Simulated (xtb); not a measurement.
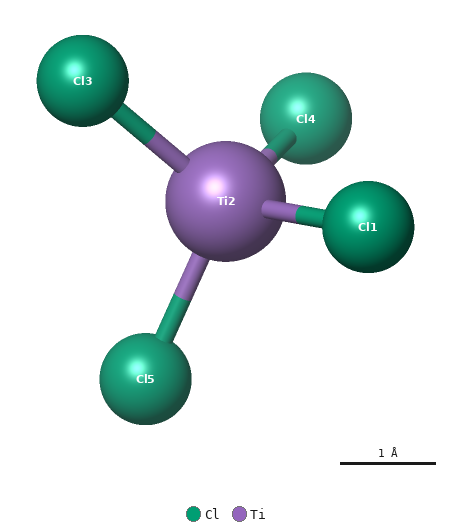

The structure as given in the input (ball-and-stick view, seen at a tilt; atoms are numbered from 1 in the order of the input). Sticks mark near contacts. Bond lengths as drawn: Cl–Ti 2.11 Å.

## TiCl4: geometry relaxation (part 1 of 2)

TiCl4, computed with GFN2-xTB, ALPB solvent ethylacetate (xtb 6.7.1 later snapshot).

The geometry comes from this level: GFN2-xTB.

The program's output
```
* xtb version 6.7.1
   ID    Z sym.   atoms
    1   17 cl     1, 3-5
    2   22 ti     2

           -------------------------------------------------
          |                Calculation Setup                |
           -------------------------------------------------

          program call               : xtb mol.coord -o --alpb ethylacetate
          coordinate file            : mol.coord
          omp threads                :                     1

           -------------------------------------------------
          |                 G F N 2 - x T B                 |
           -------------------------------------------------

      * Hamiltonian:
        H0-scaling (s, p, d)           1.850000    2.230000    2.230000
        zeta-weighting                 0.500000
      * Dispersion:
        s8                             2.700000
        a1                             0.520000
        a2                             5.000000
        s9                             5.000000
      * Repulsion:
        kExp                           1.500000    1.000000
        rExp                           1.000000
      * Coulomb:
        alpha                          2.000000
        third order                    shell-resolved
        anisotropic                    true
        a3                             3.000000
        a5                             4.000000
        cn-shift                       1.200000
        cn-exp                         4.000000
        max-rad                        5.000000

      * Solvation model:               ALPB
        Solvent                        ethylacetate
        Parameter file                 internal GFN2-xTB/ALPB
        Dielectric constant                6.0200E+00
        Reference state                gsolv [1 M gas/solution]
        Free energy shift                  2.4188E-03 Eh       1.5178E+00 kcal/mol
        Temperature                        2.9815E+02 K
        Density                            8.8300E-01 kg/L
        Solvent mass                       7.2106E+01 g/mol
        Interaction kernel             P16
        Born radius scaling (c1)           1.6473E+00
        Born radii integrator          GBOBC
        Born offset                        0.0000E+00 a0       0.0000E+00 AA
        H-bond correction              true
        Ion screening                  false
        Surface tension                    1.0000E-05 Eh       1.5569E+01 dyn/cm
        Grid points                               230 per atom

          ...................................................
          :                      SETUP                      :
          :.................................................:
          :  # basis functions                  50          :
          :  # atomic orbitals                  45          :
          :  # shells                           15          :
          :  # electrons                        32          :
          :  max. iterations                   250          :
          :  Hamiltonian                  GFN2-xTB          :
          :  restarted?                      false          :
          :  GBSA solvation                   true          :
          :  PC potential                    false          :
          :  electronic temp.          300.0000000     K    :
          :  accuracy                    1.0000000          :
          :  -> integral cutoff          0.2500000E+02      :
          :  -> integral neglect         0.1000000E-07      :
          :  -> SCF convergence          0.1000000E-05 Eh   :
          :  -> wf. convergence          0.1000000E-03 e    :
          :  Broyden damping             0.4000000          :
          :  net charge                          0          :
          :  unpaired electrons                  0          :
          ...................................................

 iter      E             dE          RMSdq      gap      omega  full diag
   1    -20.0920889 -0.200921E+02  0.339E+00    2.65       0.0  T
   2    -20.1019733 -0.988437E-02  0.302E+00    3.18       1.0  T
   3    -20.1039609 -0.198760E-02  0.182E+00    3.02       1.0  T
   4    -20.1039957 -0.348071E-04  0.483E-02    3.00       1.0  T
   5    -20.1039961 -0.423467E-06  0.231E-02    3.00       1.9  T
   6    -20.1039962 -0.101315E-06  0.100E-02    3.00       4.5  T
   7    -20.1039963 -0.370260E-07  0.395E-03    3.00      11.3  T
   8    -20.1039963 -0.116053E-07  0.698E-04    3.00      64.0  T
   9    -20.1039963 -0.703722E-09  0.212E-04    3.00     210.6  T

   *** convergence criteria satisfied after 9 iterations ***

         #    Occupation            Energy/Eh            Energy/eV
      -------------------------------------------------------------
         1        2.0000           -1.1157042             -30.3599
       ...           ...                  ...                  ...
        10        2.0000           -0.4737278             -12.8908
        11        2.0000           -0.4721094             -12.8468
        12        2.0000           -0.4720975             -12.8464
        13        2.0000           -0.4720750             -12.8458
        14        2.0000           -0.4619097             -12.5692
        15        2.0000           -0.4618956             -12.5688
        16        2.0000           -0.4618888             -12.5686 (HOMO)
        17                         -0.3516102              -9.5678 (LUMO)
        18                         -0.3516096              -9.5678
        19                         -0.3166344              -8.6161
        20                         -0.3166208              -8.6157
        21                         -0.3166095              -8.6154
       ...                                ...                  ...
        45                          0.7882334              21.4489
      -------------------------------------------------------------
                  HL-Gap            0.1102787 Eh            3.0008 eV
             Fermi-level           -0.4067495 Eh          -11.0682 eV

 SCC (total)                   0 d,  0 h,  0 min,  0.008 sec
 SCC setup                      ...        0 min,  0.000 sec (  2.695%)
 Dispersion                     ...        0 min,  0.000 sec (  0.228%)
 classical contributions        ...        0 min,  0.000 sec (  0.070%)
 integral evaluation            ...        0 min,  0.001 sec ( 17.201%)
 iterations                     ...        0 min,  0.004 sec ( 50.814%)
 molecular gradient             ...        0 min,  0.002 sec ( 27.925%)
 printout                       ...        0 min,  0.000 sec (  0.890%)

         :::::::::::::::::::::::::::::::::::::::::::::::::::::
         ::                     SUMMARY                     ::
         :::::::::::::::::::::::::::::::::::::::::::::::::::::
         :: total energy             -20.061820987984 Eh    ::
         :: w/o Gsasa/hb/shift       -20.052837788658 Eh    ::
         :: gradient norm              0.001711132726 Eh/a0 ::
         :: HOMO-LUMO gap              3.000835252144 eV    ::
         ::.................................................::
         :: SCC energy               -20.103992290153 Eh    ::
         :: -> isotropic ES            0.049818114434 Eh    ::
         :: -> anisotropic ES         -0.000229453213 Eh    ::
         :: -> anisotropic XC          0.000012165374 Eh    ::
         :: -> dispersion             -0.005925678797 Eh    ::
         :: -> Gsolv                  -0.009338058605 Eh    ::
         ::    -> Gelec               -0.000354859279 Eh    ::
         ::    -> Gsasa               -0.011401996033 Eh    ::
         ::    -> Ghb                  0.000000000000 Eh    ::
         ::    -> Gshift               0.002418796707 Eh    ::
         :: repulsion energy           0.042171302169 Eh    ::
         :: add. restraining           0.000000000000 Eh    ::
         :: total charge               0.000000000000 e     ::
         :::::::::::::::::::::::::::::::::::::::::::::::::::::

      -----------------------------------------------------------
     |                   =====================                   |
     |                        A N C O P T                        |
     |                   =====================                   |
     |               Approximate Normal Coordinate               |
     |                Rational Function Optimizer                |
      -----------------------------------------------------------

          ...................................................
          :                      SETUP                      :
          :.................................................:
          :   optimization level            normal          :
          :   max. optcycles                   200          :
          :   ANC micro-cycles                  20          :
          :   degrees of freedom                 9          :
          :.................................................:
          :   RF solver                   davidson          :
          :   write xtbopt.log                true          :
          :   linear?                        false          :
          :   energy convergence         0.5000000E-05 Eh   :
          :   grad. convergence          0.1000000E-02 Eh/α :
          :   maximum RF displ.          1.0000000          :
          :   Hlow (freq-cutoff)         0.1000000E-01      :
          :   Hmax (freq-cutoff)         5.0000000          :
          :   S6 in model hess.         20.0000000          :
          ...................................................

generating ANC from exact Hessian ...
Using Lindh-Hessian (1995)
 Shifting diagonal of input Hessian by    7.8651087009695125E-003
 Lowest  eigenvalues of input Hessian
    0.000000    0.000000    0.000000    0.000000    0.000000    0.000000
    0.010000    0.010000    0.011379    0.011381    0.011381    0.128154
    0.287153    0.287584    0.287795
 Highest eigenvalues
    0.011381    0.011381    0.128154    0.287153    0.287584    0.287795

........................................................................
.............................. CYCLE    1 ..............................
........................................................................

 iter      E             dE          RMSdq      gap      omega  full diag
   1    -20.1039963 -0.201040E+02  0.540E-05    3.00       0.0  T
   2    -20.1039963 -0.481393E-11  0.281E-05    3.00    1588.9  T
   3    -20.1039963 -0.126121E-11  0.151E-05    3.00    2957.2  T
     SCC iter.                  ...        0 min,  0.001 sec
     gradient                   ...        0 min,  0.002 sec
 * total energy  :   -20.0618210 Eh     change       -0.3290879E-10 Eh
   gradient norm :     0.0017097 Eh/α   predicted     0.0000000E+00 (-100.00%)
   displ. norm   :     0.0223686 α      lambda       -0.2310132E-04
   maximum displ.:     0.0198681 α      in ANC's #6, #1, #2, ...

........................................................................
.............................. CYCLE    2 ..............................
........................................................................

 iter      E             dE          RMSdq      gap      omega  full diag
   1    -20.1025800 -0.201026E+02  0.632E-02    2.98       0.0  T
   2    -20.1025805 -0.445415E-06  0.274E-02    2.98       1.6  T
   3    -20.1025805 -0.143646E-07  0.118E-02    2.98       3.8  T
   4    -20.1025806 -0.127055E-06  0.370E-03    2.98      12.1  T
   5    -20.1025806 -0.486898E-08  0.158E-03    2.98      28.4  T
   6    -20.1025806 -0.189160E-08  0.626E-04    2.98      71.5  T
   7    -20.1025806 -0.458090E-09  0.264E-04    2.98     169.2  T
     SCC iter.                  ...        0 min,  0.003 sec
     gradient                   ...        0 min,  0.002 sec
 * total energy  :   -20.0618277 Eh     change       -0.6698618E-05 Eh
   gradient norm :     0.0010103 Eh/α   predicted    -0.1155226E-04 (  72.46%)
   displ. norm   :     0.0113749 α      lambda       -0.5384388E-05
   maximum displ.:     0.0071653 α      in ANC's #6, #1, #2, ...

........................................................................
.............................. CYCLE    3 ..............................
........................................................................

 iter      E             dE          RMSdq      gap      omega  full diag
   1    -20.1030924 -0.201031E+02  0.448E-02    2.98       0.0  T
   2    -20.1030925 -0.741322E-07  0.212E-02    2.99       2.1  T
   3    -20.1030925  0.129980E-08  0.499E-03    2.99       9.0  T
   4    -20.1030925 -0.273310E-07  0.226E-03    2.99      19.8  T
   5    -20.1030925 -0.198650E-08  0.857E-04    2.99      52.2  T
   6    -20.1030925 -0.731806E-09  0.439E-04    2.99     101.9  T
     SCC iter.                  ...        0 min,  0.002 sec
     gradient                   ...        0 min,  0.002 sec
 * total energy  :   -20.0618317 Eh     change       -0.3965094E-05 Eh
   gradient norm :     0.0000591 Eh/α   predicted    -0.2692754E-05 ( -32.09%)
   displ. norm   :     0.0060760 α      lambda       -0.2003457E-06
   maximum displ.:     0.0043555 α      in ANC's #1, #3, #2, ...

   *** GEOMETRY OPTIMIZATION CONVERGED AFTER 3 ITERATIONS ***

------------------------------------------------------------------------
 total energy gain   :        -0.0000107 Eh       -0.0067 kcal/mol
 total RMSD          :         0.0057245 a0        0.0030 Å
 total power (kW/mol):        -0.0093326 (step)   -1.6210 (real)
------------------------------------------------------------------------
```
